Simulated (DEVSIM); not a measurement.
System: Au/SiO2/n-Si capacitor, at 250 K.

| layer (left to right) | material | thickness (nm) | Nd (cm⁻³) |
|---|---|---|---|
| 1 | SiO2 | 1.60 | - |
| 2 | Si | 2300 | 1.2e17 |

Metal gate on the left, work function 5.1 eV. Fixed charge at the semiconductor interface -2.5e10 cm⁻² (in units of +e); interface traps 2.5e10 cm⁻² eV⁻¹, uniform in energy, neutral level at 0.3 of the gap above the valence band.

This is a model device: material constants are rounded textbook-type values typed into the input, and sizes, dopings and lifetimes were drawn at random. Values at 300 K; Nc and Nv go as T^1.5, mobilities as T to minus their exponent, the gap by Varshni's rule with the affinity fixed.

```
parameter         SiO2        Si
----------------  ----  --------
gap (eV)             9     1.124
affinity (eV)      0.9      4.05
permittivity       3.9      11.7
Nc (cm⁻³)            -   2.86e19
Nv (cm⁻³)            -    3.1e19
Varshni α (eV/K)     -  0.000473
Varshni β (K)        -       636
```

DEVSIM, 1D Poisson equation in equilibrium, Boltzmann statistics, complete ionisation; no quantum confinement or tunnelling. Metal contacts follow the ideal Schottky-Mott rule: no Fermi-level pinning, no interface dipoles.

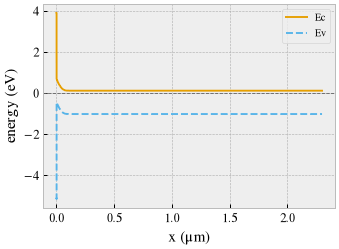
Figure. Band edges at 0.3 V on the gate

Energies count from the Fermi level of the right contact; mesh points crowd at the junctions.

```
x (μm)     Ec (eV)  Ev (eV)  n (cm⁻³)  p (cm⁻³)  field (V/cm)
---------  -------  -------  --------  --------  ------------
0.000        3.900   -5.100     < 1e2     < 1e2       -420000
0.0006816    3.872   -5.128     < 1e2     < 1e2       -420000
0.001253     3.848   -5.152     < 1e2     < 1e2       -420000
0.002068     0.677   -0.459    490000    1.3e10       -140000
0.004369     0.645   -0.491   2200000     2.9e9       -140000
0.008176     0.594   -0.542     2.3e7     2.7e8       -130000
0.01567      0.501   -0.635     1.7e9   3700000       -120000
0.03845      0.283   -0.853    4.3e13       150        -75000
0.07526      0.129   -1.007    5.4e16     < 1e2        -14000
0.1428       0.112   -1.024    1.2e17     < 1e2           -36
0.2807       0.112   -1.024    1.2e17     < 1e2           ≈ 0
0.6999       0.112   -1.024    1.2e17     < 1e2           ≈ 0
1.331        0.112   -1.024    1.2e17     < 1e2           ≈ 0
1.809        0.112   -1.024    1.2e17     < 1e2           ≈ 0
2.098        0.112   -1.024    1.2e17     < 1e2           ≈ 0
2.199        0.112   -1.024    1.2e17     < 1e2           ≈ 0
2.250        0.112   -1.024    1.2e17     < 1e2           ≈ 0
2.276        0.112   -1.024    1.2e17     < 1e2           ≈ 0
2.292        0.112   -1.024    1.2e17     < 1e2           ≈ 0
2.297        0.112   -1.024    1.2e17     < 1e2           ≈ 0
2.300        0.112   -1.024    1.2e17     < 1e2           ≈ 0
2.302        0.112   -1.024    1.2e17     < 1e2           ≈ 0
```
